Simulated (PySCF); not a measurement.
# MoCl₄: ligand-field states, part 1 of 2

Aim: compute the ligand-field states of MoCl₄.

Programs: PySCF 2.14.0, with routines of our own; each step states its level. All values are computed. Atoms count from 0.

### Step 1. The starting structure

5 atoms, charge 0, states of the metal's open shell are computed; geometry from: model geometry, bond lengths from ionic radii.

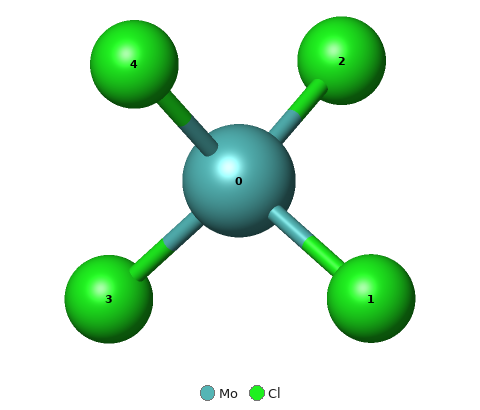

The starting geometry (molybdenum teal, chlorine green); sticks join atoms by distance alone.

### Step 2. Ligand-field states: state-averaged CASSCF

Job settings and geometry (Å):

```
{"job": {"kind": "lf", "basis": {"metal": "x2c-TZVPall", "ligand": "x2c-SVPall"}, "nevpt": true}, "charge": 0, "metal": "Mo", "open_shell": "d2"}
Mo     0.000000     0.000000     0.000000
Cl     1.293264     1.293264     1.293265
Cl    -1.293264    -1.293264     1.293265
Cl    -1.293264     1.293264    -1.293265
Cl     1.293264    -1.293264    -1.293265
```

Method: state-averaged CASSCF of the metal d shell, SC-NEVPT2 on the averaged canonical orbitals, state-interaction spin-orbit coupling.

Command:

```sh
OMP_NUM_THREADS=1 python lf_run.py task.json out
```

One launch serves the whole session: the jobs run in the order shown.

The program printed:

```text
basis functions 135, electrons 110, active (2e, 5o)
stage 1: DIIS on the effective Fock matrix, level shift 0.30
cycle   1  E = -5887.9630176857  dE = -5.888e+03  max|g| = 8.729e-01
cycle   2  E = -5886.2874465486  dE =  1.676e+00  max|g| = 1.256e+00
cycle   3  E = -5887.9664116507  dE = -1.679e+00  max|g| = 9.910e-01
cycle   4  E = -5889.2822685685  dE = -1.316e+00  max|g| = 9.074e-02
cycle   5  E = -5889.3037327553  dE = -2.146e-02  max|g| = 5.788e-02
cycle   6  E = -5889.3100654088  dE = -6.333e-03  max|g| = 4.849e-02
cycle   7  E = -5889.3136900912  dE = -3.625e-03  max|g| = 1.114e-02
cycle   8  E = -5889.3136627069  dE =  2.738e-05  max|g| = 1.963e-02
cycle   9  E = -5889.3140493026  dE = -3.866e-04  max|g| = 6.466e-03
cycle  10  E = -5889.3140959687  dE = -4.667e-05  max|g| = 3.586e-03
cycle  11  E = -5889.3141108261  dE = -1.486e-05  max|g| = 1.532e-03
cycle  12  E = -5889.3141135123  dE = -2.686e-06  max|g| = 1.095e-03
cycle  13  E = -5889.3141141449  dE = -6.326e-07  max|g| = 9.051e-04
cycle  14  E = -5889.3141145457  dE = -4.008e-07  max|g| = 6.348e-04
cycle  15  E = -5889.3141147314  dE = -1.857e-07  max|g| = 4.257e-04
cycle  16  E = -5889.3141148066  dE = -7.523e-08  max|g| = 2.999e-04
cycle  17  E = -5889.3141148399  dE = -3.329e-08  max|g| = 2.166e-04
cycle  18  E = -5889.3141148560  dE = -1.608e-08  max|g| = 1.598e-04
cycle  19  E = -5889.3141148642  dE = -8.234e-09  max|g| = 1.206e-04
cycle  20  E = -5889.3141148690  dE = -4.783e-09  max|g| = 9.006e-05
cycle  21  E = -5889.3141148716  dE = -2.638e-09  max|g| = 6.746e-05
cycle  22  E = -5889.3141148731  dE = -1.505e-09  max|g| = 5.015e-05
cycle  23  E = -5889.3141148740  dE = -8.204e-10  max|g| = 3.738e-05
cycle  24  E = -5889.3141148744  dE = -4.293e-10  max|g| = 2.837e-05
cycle  25  E = -5889.3141148746  dE = -2.346e-10  max|g| = 2.188e-05
cycle  26  E = -5889.3141148748  dE = -1.455e-10  max|g| = 1.664e-05
cycle  27  E = -5889.3141148749  dE = -8.367e-11  max|g| = 1.264e-05
cycle  28  E = -5889.3141148749  dE = -5.184e-11  max|g| = 9.565e-06
converged average energy = -5889.3141148749

 mult deg   label        CASSCF/cm-1   NEVPT2/cm-1
   3   1   3A2                 0.0           0.0
   1   2   1E               9384.8        7833.8
   3   3   3T2             11202.6       11926.2
   1   1   1A1             16549.3       13922.7
   3   3   3T1             16091.7       15867.8
   1   3   1T2             20264.7       19250.5
   1   3   1T1             21815.3       20358.4
   3   3   3T1             25483.5       24962.8
   1   2   1E              30145.2       29306.2
   1   3   1T2             32798.5       31217.2
   1   1   1A1             45254.8       39899.8

spin-orbit levels / cm-1
      0.00  x3  3A2 0.99
   7691.21  x2  1E 0.96 3T2 0.03
  11864.55  x1  3T2 1.00
  11925.18  x3  3T2 0.98
  12041.30  x2  3T2 0.99
  12041.32  x1  3T2 0.99
  12114.00  x1  3T2 0.95 1E 0.04
  12114.01  x1  3T2 0.95 1E 0.04
  13777.04  x1  1A1 0.91 3T1 0.08
  15778.79  x2  3T1 0.99
  15778.80  x1  3T1 0.99
  15858.11  x1  3T1 0.97
  15858.12  x1  3T1 0.97
  16131.42  x2  3T1 0.99
  16131.43  x1  3T1 0.99
  16464.80  x1  3T1 0.91 1A1 0.08
  19254.27  x1  1T2 0.98
  19254.29  x2  1T2 0.98
  20430.20  x1  1T1 0.99
  20430.23  x2  1T1 0.99
  24833.44  x1  3T1 0.99
  24994.59  x3  3T1 0.99
  25211.54  x1  3T1 0.99
  25211.55  x1  3T1 0.99
  25279.77  x3  3T1 0.98
  29442.51  x1  1E 1.00
  29442.54  x1  1E 1.00
  31345.38  x2  1T2 1.00
  31345.40  x1  1T2 1.00
  40060.04  x1  1A1 1.00
```

Run time: 11 s. Hardware: 1 thread of Arm Neoverse V2, shared host; peak memory 0.34 GiB.

Warnings kept with the result: strongly covalent, metal-shell active space is small for this complex.

In short:

```
             quantity     value
spin-orbit constant ζ  552 cm⁻¹
```

Powder susceptibility:

```
T (K)  χT (cm³ K/mol)  μ(eff)
    2           0.864    2.63
    5           0.865    2.63
   10           0.865    2.63
   20           0.866    2.63
   30           0.867    2.63
   50           0.868    2.63
   75           0.870    2.64
  100           0.872    2.64
  150           0.875    2.65
  200           0.879    2.65
  250           0.883    2.66
  300           0.887    2.66
```

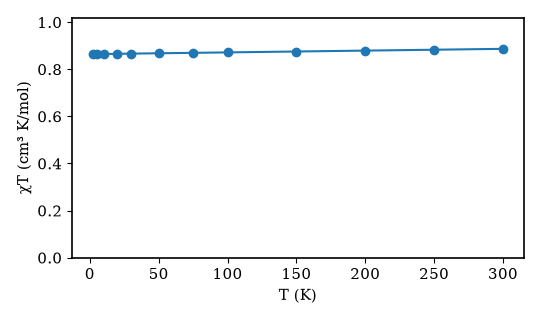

χT against temperature.

The fields below are evaluated on a grid from the run's orbitals.

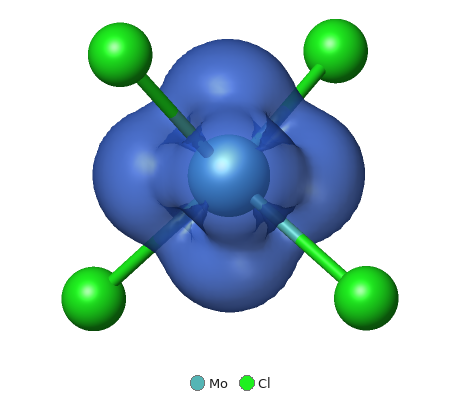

Spin density at ±0.04 e/Å³ (alpha excess blue, beta excess red).

In these pictures sticks join atoms by distance alone, so bonds to metals can be missing or extra.

### Step 3. Ligand-field states: state-averaged CASSCF (angle to the S4 axis at 45°)

Job settings and geometry (Å):

```
{"job": {"kind": "lf", "basis": {"metal": "x2c-TZVPall", "ligand": "x2c-SVPall"}, "nevpt": true, "reuse": true}, "charge": 0, "metal": "Mo", "open_shell": "d2"}
Mo     0.000000     0.000000     0.000000
Cl     1.120000     1.120000     1.583919
Cl    -1.120000    -1.120000     1.583919
Cl    -1.120000     1.120000    -1.583919
Cl     1.120000    -1.120000    -1.583919
```

Level: state-averaged CASSCF of the metal d shell, SC-NEVPT2 on the averaged canonical orbitals, state-interaction spin-orbit coupling.

The program printed:

```text
basis functions 135, electrons 110, active (2e, 5o)
start from the orbitals of the previous structure
stage 1: DIIS on the effective Fock matrix, level shift 0.30
cycle   1  E = -5886.6836158966  dE = -5.887e+03  max|g| = 4.602e+00
cycle   2  E = -5889.0215456227  dE = -2.338e+00  max|g| = 7.483e-01
cycle   3  E = -5889.2432636069  dE = -2.217e-01  max|g| = 2.024e-01
cycle   4  E = -5889.2633542419  dE = -2.009e-02  max|g| = 1.422e-01
cycle   5  E = -5889.2837294963  dE = -2.038e-02  max|g| = 7.808e-02
cycle   6  E = -5889.2918559109  dE = -8.126e-03  max|g| = 2.113e-02
cycle   7  E = -5889.2927028437  dE = -8.469e-04  max|g| = 1.205e-02
cycle   8  E = -5889.2929266106  dE = -2.238e-04  max|g| = 5.687e-03
cycle   9  E = -5889.2929836961  dE = -5.709e-05  max|g| = 2.810e-03
cycle  10  E = -5889.2929998048  dE = -1.611e-05  max|g| = 1.768e-03
cycle  11  E = -5889.2930056861  dE = -5.881e-06  max|g| = 1.032e-03
cycle  12  E = -5889.2930073504  dE = -1.664e-06  max|g| = 6.997e-04
cycle  13  E = -5889.2930078483  dE = -4.979e-07  max|g| = 4.452e-04
cycle  14  E = -5889.2930080270  dE = -1.787e-07  max|g| = 3.171e-04
cycle  15  E = -5889.2930081038  dE = -7.677e-08  max|g| = 2.144e-04
cycle  16  E = -5889.2930081301  dE = -2.631e-08  max|g| = 1.474e-04
cycle  17  E = -5889.2930081421  dE = -1.203e-08  max|g| = 9.888e-05
cycle  18  E = -5889.2930081480  dE = -5.923e-09  max|g| = 6.478e-05
cycle  19  E = -5889.2930081502  dE = -2.158e-09  max|g| = 4.640e-05
cycle  20  E = -5889.2930081511  dE = -9.577e-10  max|g| = 3.345e-05
cycle  21  E = -5889.2930081516  dE = -4.684e-10  max|g| = 2.473e-05
cycle  22  E = -5889.2930081519  dE = -2.628e-10  max|g| = 1.897e-05
cycle  23  E = -5889.2930081520  dE = -1.755e-10  max|g| = 1.519e-05
cycle  24  E = -5889.2930081521  dE = -9.459e-11  max|g| = 1.133e-05
cycle  25  E = -5889.2930081522  dE = -4.638e-11  max|g| = 8.407e-06
converged average energy = -5889.2930081522

 mult deg   label        CASSCF/cm-1   NEVPT2/cm-1
   3   1   3B1                 0.0           0.0
   3   1   3B2              5775.5        6143.4
   1   1   1A1              7674.0        6530.3
   3   1   3A2              8664.9        8027.3
   1   1   1B1             10446.2        8625.8
   1   1   1A2             13699.3       12685.4
   1   1   1A1             14670.3       13179.7
   1   1   1B2             15989.4       14423.5
   3   2   3E              14011.5       15338.9
   3   2   3E              18277.7       19546.1
   1   1   1A1             22841.5       20652.2
   1   2   1E              22358.9       22102.7
   3   2   3E              24975.8       23566.6
   1   2   1E              26405.6       25054.2
   1   2   1E              30182.8       29027.2
   3   1   3A2             32810.7       33344.1
   1   1   1B1             38023.6       37464.5
   1   1   1B2             40429.3       39107.1
   1   1   1A1             49220.1       44739.9

spin-orbit levels / cm-1
      0.00  x2  3B1 0.99
     30.40  x1  3B1 0.99
   6044.70  x1  3B2 0.94 1B1 0.06
   6180.65  x1  1A1 0.82 3A2 0.17
   6280.02  x2  3B2 0.99
   8115.39  x2  3A2 1.00
   8438.99  x1  3A2 0.82 1A1 0.18
   8806.14  x1  1B1 0.93 3B2 0.06
  12751.86  x1  1A2 0.99
  13225.15  x1  1A1 0.99
  14416.09  x1  1B2 0.90 3E 0.08
  15174.32  x1  3E 0.98
  15212.75  x1  3E 0.91 1B2 0.08
  15432.05  x2  3E 0.99
  15632.92  x1  3E 0.98
  15646.67  x1  3E 0.98
  19583.73  x2  3E 0.97
  19599.66  x1  3E 0.98
  19606.24  x1  3E 0.98
  19877.05  x1  3E 0.98
  19885.95  x1  3E 0.96
  20793.00  x1  1A1 0.97
  22124.27  x2  1E 0.88 3E 0.09
  23443.47  x1  3E 1.00
  23453.75  x1  3E 0.98
  23830.67  x2  3E 0.90 1E 0.09
  23937.24  x1  3E 1.00
  23955.47  x1  3E 0.99
  25154.41  x2  1E 1.00
  29170.90  x2  1E 1.00
```

Wall time 8 s (1 thread of Arm Neoverse V2, shared host); peak memory 0.35 GiB.

Warnings kept with the result: strongly covalent, metal-shell active space is small for this complex.

Key values:

```
             quantity     value
spin-orbit constant ζ  552 cm⁻¹
```

Powder susceptibility:

```
T (K)  χT (cm³ K/mol)  μ(eff)
    2           0.400    1.79
   20           0.685    2.34
  100           0.829    2.57
  300           0.861    2.62
```

### Step 4. Ligand-field states: state-averaged CASSCF (angle to the S4 axis at 50°)

Job settings and geometry (Å):

```
{"job": {"kind": "lf", "basis": {"metal": "x2c-TZVPall", "ligand": "x2c-SVPall"}, "nevpt": true, "reuse": true}, "charge": 0, "metal": "Mo", "open_shell": "d2"}
Mo     0.000000     0.000000     0.000000
Cl     1.213352     1.213352     1.439844
Cl    -1.213352    -1.213352     1.439844
Cl    -1.213352     1.213352    -1.439844
Cl     1.213352    -1.213352    -1.439844
```

With the program's defaults for keys left out, this is: state-averaged CASSCF of the metal d shell, SC-NEVPT2 on the averaged canonical orbitals, state-interaction spin-orbit coupling.

The program printed:

```text
basis functions 135, electrons 110, active (2e, 5o)
start from the orbitals of the previous structure
stage 1: DIIS on the effective Fock matrix, level shift 0.30
cycle   1  E = -5888.4383011629  dE = -5.888e+03  max|g| = 2.170e+00
cycle   2  E = -5889.2172526373  dE = -7.790e-01  max|g| = 4.539e-01
cycle   3  E = -5889.2937269951  dE = -7.647e-02  max|g| = 1.354e-01
cycle   4  E = -5889.3059040684  dE = -1.218e-02  max|g| = 5.530e-02
cycle   5  E = -5889.3088073017  dE = -2.903e-03  max|g| = 2.264e-02
cycle   6  E = -5889.3094117260  dE = -6.044e-04  max|g| = 1.364e-02
cycle   7  E = -5889.3096582591  dE = -2.465e-04  max|g| = 6.803e-03
cycle   8  E = -5889.3097179968  dE = -5.974e-05  max|g| = 2.833e-03
cycle   9  E = -5889.3097299046  dE = -1.191e-05  max|g| = 1.659e-03
cycle  10  E = -5889.3097327718  dE = -2.867e-06  max|g| = 9.192e-04
cycle  11  E = -5889.3097336236  dE = -8.519e-07  max|g| = 4.926e-04
cycle  12  E = -5889.3097339278  dE = -3.042e-07  max|g| = 2.543e-04
cycle  13  E = -5889.3097340054  dE = -7.756e-08  max|g| = 1.278e-04
cycle  14  E = -5889.3097340297  dE = -2.425e-08  max|g| = 7.827e-05
cycle  15  E = -5889.3097340380  dE = -8.345e-09  max|g| = 5.270e-05
cycle  16  E = -5889.3097340412  dE = -3.217e-09  max|g| = 3.649e-05
cycle  17  E = -5889.3097340426  dE = -1.361e-09  max|g| = 2.442e-05
cycle  18  E = -5889.3097340431  dE = -5.293e-10  max|g| = 1.718e-05
cycle  19  E = -5889.3097340433  dE = -2.256e-10  max|g| = 1.253e-05
cycle  20  E = -5889.3097340434  dE = -1.155e-10  max|g| = 9.243e-06
converged average energy = -5889.3097340434

 mult deg   label        CASSCF/cm-1   NEVPT2/cm-1
   3   1   3B1                 0.0           0.0
   1   1   1A1              8621.8        7217.6
   1   1   1B1              9930.2        8233.7
   3   1   3B2              8412.0        9006.2
   3   1   3A2             12374.5       11691.6
   3   2   3E              12593.6       13468.9
   1   1   1A1             16294.7       13921.7
   1   1   1A2             17521.2       16216.5
   1   1   1B2             18063.8       16800.6
   3   2   3E              17551.9       17997.2
   1   2   1E              21294.4       20507.2
   1   2   1E              24167.2       22715.9
   3   2   3E              24626.1       23617.5
   1   1   1A1             26020.6       24878.1
   3   1   3A2             28812.7       28863.5
   1   2   1E              31228.3       29787.7
   1   1   1B1             33956.7       33133.8
   1   1   1B2             36471.6       34904.0
   1   1   1A1             46508.5       41460.3

spin-orbit levels / cm-1
      0.00  x2  3B1 0.99
     10.61  x1  3B1 0.99
   7075.71  x1  1A1 0.96
   7865.45  x1  1B1 0.76 3B2 0.23
   9095.83  x2  3B2 0.99
   9390.27  x1  3B2 0.77 1B1 0.23
  11738.18  x2  3A2 0.98
  11791.10  x1  3A2 0.94 1A1 0.03
  13370.26  x1  3E 0.98
  13410.67  x1  3E 0.98
  13574.16  x2  3E 0.98
  13646.09  x1  3E 0.99
  13725.39  x1  3E 0.90 1A1 0.06
  13926.43  x1  1A1 0.90 3E 0.07
  16256.13  x1  1A2 0.97
  16795.47  x1  1B2 0.94 3E 0.04
  17969.19  x1  3E 0.98
  17981.50  x1  3E 0.95 1B2 0.04
  18064.34  x2  3E 0.98
  18352.24  x1  3E 0.97
  18383.75  x1  3E 0.96
  20513.51  x2  1E 0.95 3E 0.03
  22781.60  x2  1E 0.98
  23511.16  x1  3E 0.99
  23547.86  x1  3E 0.99
  23829.03  x2  3E 0.95 1E 0.03
  23945.18  x1  3E 0.99
  23990.12  x1  3E 0.99
  25029.05  x1  1A1 0.99
  29004.56  x1  3A2 0.99
```

It took 7 s on 1 thread of Arm Neoverse V2, shared host; peak memory 0.35 GiB.

Warnings kept with the result: strongly covalent, metal-shell active space is small for this complex.

Key values:

```
             quantity     value
spin-orbit constant ζ  552 cm⁻¹
```

Powder susceptibility:

```
T (K)  χT (cm³ K/mol)  μ(eff)
    2           0.522    2.04
   20           0.831    2.58
  100           0.865    2.63
  300           0.882    2.66
```

### Step 5. Ligand-field states: state-averaged CASSCF (angle to the S4 axis at 60°)

Job settings and geometry (Å):

```
{"job": {"kind": "lf", "basis": {"metal": "x2c-TZVPall", "ligand": "x2c-SVPall"}, "nevpt": true, "reuse": true}, "charge": 0, "metal": "Mo", "open_shell": "d2"}
Mo     0.000000     0.000000     0.000000
Cl     1.371714     1.371714     1.120000
Cl    -1.371714    -1.371714     1.120000
Cl    -1.371714     1.371714    -1.120000
Cl     1.371714    -1.371714    -1.120000
```

Method: state-averaged CASSCF of the metal d shell, SC-NEVPT2 on the averaged canonical orbitals, state-interaction spin-orbit coupling.

The program printed:

```text
basis functions 135, electrons 110, active (2e, 5o)
start from the orbitals of the previous structure
stage 1: DIIS on the effective Fock matrix, level shift 0.30
cycle   1  E = -5886.8662770846  dE = -5.887e+03  max|g| = 3.517e+00
cycle   2  E = -5889.0255819321  dE = -2.159e+00  max|g| = 4.610e-01
cycle   3  E = -5889.2534077852  dE = -2.278e-01  max|g| = 1.968e-01
cycle   4  E = -5889.2771055668  dE = -2.370e-02  max|g| = 1.495e-01
cycle   5  E = -5889.2997205280  dE = -2.261e-02  max|g| = 8.088e-02
cycle   6  E = -5889.3083043564  dE = -8.584e-03  max|g| = 2.672e-02
cycle   7  E = -5889.3092281583  dE = -9.238e-04  max|g| = 1.155e-02
cycle   8  E = -5889.3094777966  dE = -2.496e-04  max|g| = 5.893e-03
cycle   9  E = -5889.3095410213  dE = -6.322e-05  max|g| = 3.334e-03
cycle  10  E = -5889.3095578500  dE = -1.683e-05  max|g| = 1.803e-03
cycle  11  E = -5889.3095640505  dE = -6.200e-06  max|g| = 9.902e-04
cycle  12  E = -5889.3095657848  dE = -1.734e-06  max|g| = 6.413e-04
cycle  13  E = -5889.3095664443  dE = -6.595e-07  max|g| = 4.504e-04
cycle  14  E = -5889.3095666645  dE = -2.203e-07  max|g| = 3.221e-04
cycle  15  E = -5889.3095667783  dE = -1.137e-07  max|g| = 2.128e-04
cycle  16  E = -5889.3095668222  dE = -4.390e-08  max|g| = 1.603e-04
cycle  17  E = -5889.3095668446  dE = -2.242e-08  max|g| = 1.259e-04
cycle  18  E = -5889.3095668576  dE = -1.302e-08  max|g| = 9.151e-05
cycle  19  E = -5889.3095668643  dE = -6.702e-09  max|g| = 7.280e-05
cycle  20  E = -5889.3095668680  dE = -3.645e-09  max|g| = 5.715e-05
cycle  21  E = -5889.3095668700  dE = -2.069e-09  max|g| = 4.676e-05
cycle  22  E = -5889.3095668713  dE = -1.264e-09  max|g| = 3.872e-05
cycle  23  E = -5889.3095668721  dE = -8.531e-10  max|g| = 3.083e-05
cycle  24  E = -5889.3095668727  dE = -5.730e-10  max|g| = 2.611e-05
cycle  25  E = -5889.3095668731  dE = -3.647e-10  max|g| = 2.194e-05
cycle  26  E = -5889.3095668733  dE = -2.401e-10  max|g| = 1.836e-05
cycle  27  E = -5889.3095668735  dE = -1.783e-10  max|g| = 1.606e-05
cycle  28  E = -5889.3095668736  dE = -1.346e-10  max|g| = 1.274e-05
cycle  29  E = -5889.3095668737  dE = -9.550e-11  max|g| = 1.017e-05
cycle  30  E = -5889.3095668738  dE = -6.548e-11  max|g| = 8.087e-06
converged average energy = -5889.3095668738

 mult deg   label        CASSCF/cm-1   NEVPT2/cm-1
   3   1   3B1                 0.0           0.0
   1   1   1B1              8730.9        7368.7
   1   1   1A1              9598.9        7750.0
   3   2   3E               9374.8       10092.1
   3   2   3E              14143.5       13643.1
   1   1   1A1             16591.2       14265.0
   3   1   3B2             14691.4       15494.5
   1   2   1E              18354.4       17112.7
   1   2   1E              19846.6       18684.8
   3   1   3A2             17544.5       18834.5
   1   1   1B2             22732.0       22075.9
   3   1   3A2             25115.4       23404.3
   1   1   1B1             25981.5       25371.6
   1   1   1A2             27270.3       25818.8
   3   2   3E              27462.7       27422.7
   1   1   1B2             29120.2       27651.7
   1   1   1A1             32618.3       31000.1
   1   2   1E              35047.5       33563.0
   1   1   1A1             47927.7       43276.0

spin-orbit levels / cm-1
      0.00  x1  3B1 0.99
      8.58  x2  3B1 0.99
   7249.40  x1  1B1 0.96
   7495.98  x1  1A1 0.89 3E 0.10
  10142.12  x1  3E 1.00
  10166.33  x2  3E 0.99
  10196.22  x1  3E 0.99
  10206.01  x1  3E 0.98
  10359.42  x1  3E 0.89 1A1 0.11
  13542.49  x1  3E 0.99
  13589.40  x1  3E 0.95
  13622.99  x1  3E 0.70 1A1 0.29
  13691.11  x2  3E 0.98
  13931.12  x1  3E 0.99
  14571.94  x1  1A1 0.70 3E 0.28
  15586.62  x2  3B2 0.97
  15637.61  x1  3B2 0.97
  17079.74  x2  1E 0.92 3A2 0.07
  18745.54  x2  1E 0.99
  19029.96  x1  3A2 0.98
  19096.70  x2  3A2 0.93 1E 0.06
  22072.97  x1  1B2 0.98
  23477.61  x1  3A2 0.99
  23506.63  x2  3A2 0.99
  25517.45  x1  1B1 1.00
  25817.03  x1  1A2 0.94 3E 0.06
  27530.18  x1  3E 0.98
  27596.43  x2  3E 0.99
  27601.62  x1  3E 1.00
  27612.99  x1  3E 0.94 1A2 0.06
```

Run time: 9 s. Hardware: 1 thread of Arm Neoverse V2, shared host; peak memory 0.35 GiB.

Warnings kept with the result: strongly covalent, metal-shell active space is small for this complex.

In short:

```
             quantity     value
spin-orbit constant ζ  552 cm⁻¹
```

Powder susceptibility:

```
T (K)  χT (cm³ K/mol)  μ(eff)
    2           0.272    1.47
   20           0.836    2.58
  100           0.864    2.63
  300           0.881    2.65
```

(Continued in part 2 of 2.)
